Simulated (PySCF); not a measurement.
B(F)(H)(SiH3), H4BFSi, SMILES FB[SiH3] at its B3LYP/def2-SVP optimised geometry (Å):

```
7

B     -0.9756    -0.1719     0.0000
F     -1.6637     0.9590     0.0000
H     -1.6260    -1.1966     0.0010
Si     1.0664    -0.1719     0.0000
H      1.5575    -0.9262    -1.1959
H      1.5559    -0.8962     1.2151
H      1.6637     1.1966    -0.0162
```

Calculation: B3LYP/def2-TZVP (PySCF).

Map of the electron localisation function on the plane z = 1.2 Å:

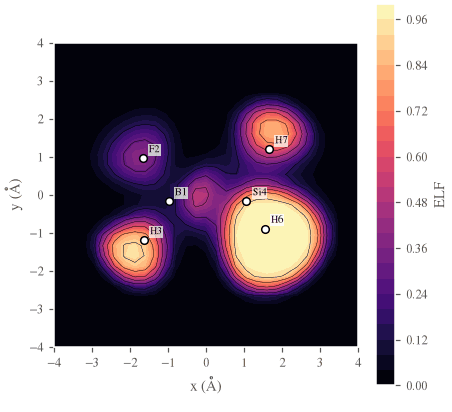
Electron localisation function on the plane z = 1.2 Å.
